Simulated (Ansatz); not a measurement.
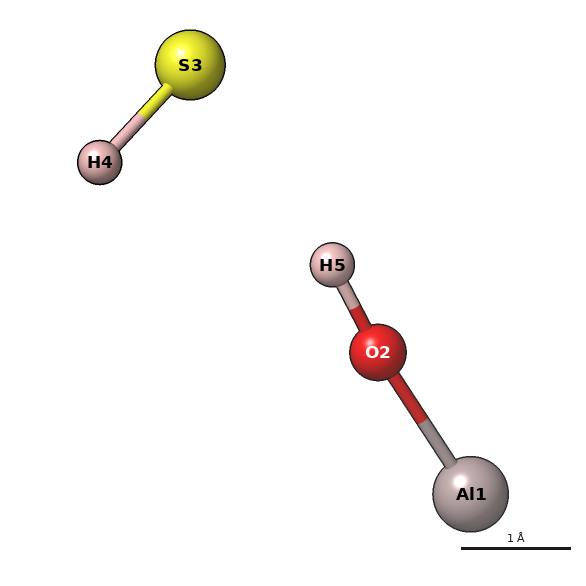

State: neutral, doublet. Computed geometry: PBE0-D4/def2-TZVP optimisation. No frequency run is at hand to confirm it as a minimum.

Find the hydrogen bonds (donors O, N, F, S or Cl) and give their geometry.

| D–H···A | D–H (Å) | H···A (Å) | angle (°) | kind |
| --- | --- | --- | --- | --- |
| O2–H5···S3 | 0.96 | 2.44 | 172 | intermolecular |
